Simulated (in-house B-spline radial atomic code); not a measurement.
## Many-body perturbation calculation for P⁺

System: P⁺, core [Ne] 3s2.
Method: configuration interaction of two valence electrons with many-body perturbation theory for the core (screened one- and two-electron correlation potentials), Breit and QED, no-pair Dirac, B-spline basis (in-house B-spline radial atomic code).

Results in brief:

```tsv
quantity	value
outcome	converged
hardware	1 CPU thread, shared host
wall time	38 s
```

Remarks:

Caveats: the outer s2 shell is a soft core here, levels are rough; the outer n is counted by energy, so a perturber such as np2 can shift it by one.

Input file:
```
basis_form = 3
Z = 15
core_configuration = [Ne] 3s2
rms_radius = 3.1889
mass_number = 31
speed_of_light = 137.035999084
box_radius = 30.0
lmax = 6
intervals = 67
virtual_cutoff = 450.0
```

Launched within a batch (the task file carries these settings):
```bash
python <driver script> task.json out
```

The program writes its results to a structured record and prints no log; tables and figures of this report are taken from that record.

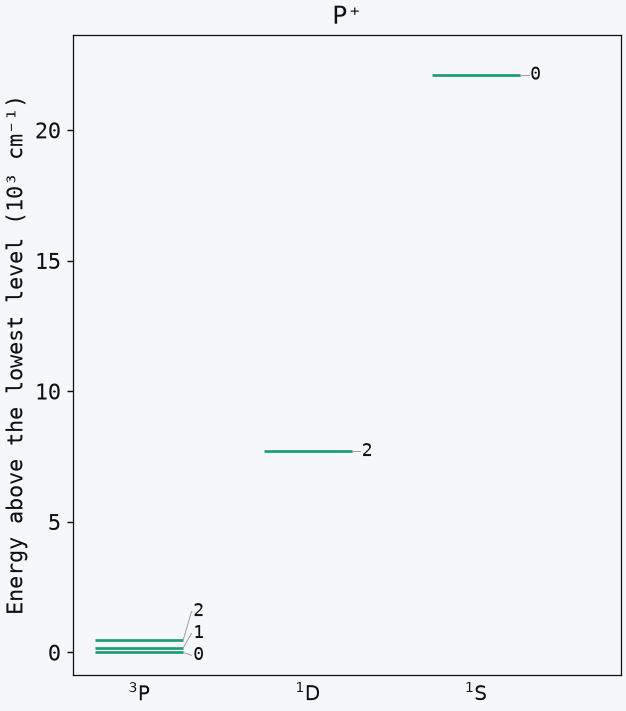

Figure 1. Levels of P⁺ (phosphorus, Z = 15), two electrons outside the core [Ne] 3s². CI+MBPT: configuration interaction in the frozen-core Dirac–Hartree–Fock potential with screened core-valence correlation, Breit and QED terms; computed with a B-spline radial code. The lowest level is 3p² ³P₀. The first excited level, 3p² ³P₁, lies at 165 cm⁻¹. The ground term spreads over 468 cm⁻¹ in the order J = 0, 1, 2, a normal multiplet. All levels drawn have even parity, so no electric dipole line joins them. The ionisation energy is 19.72 eV, against 18.83 eV from CI without core-valence correlation and a semi-empirical value of 19.77 eV.

| Level | E (cm⁻¹) | measured |
| --- | --- | --- |
| 3p² ³P₀ | 0 | 0 |
| 3p² ³P₁ | 165 | 165 |
| 3p² ³P₂ | 468 | 469 |
| 3p² ¹D₂ | 7,698 | 8,882 |
| 3p² ¹S₀ | 22,110 | 21,580 |
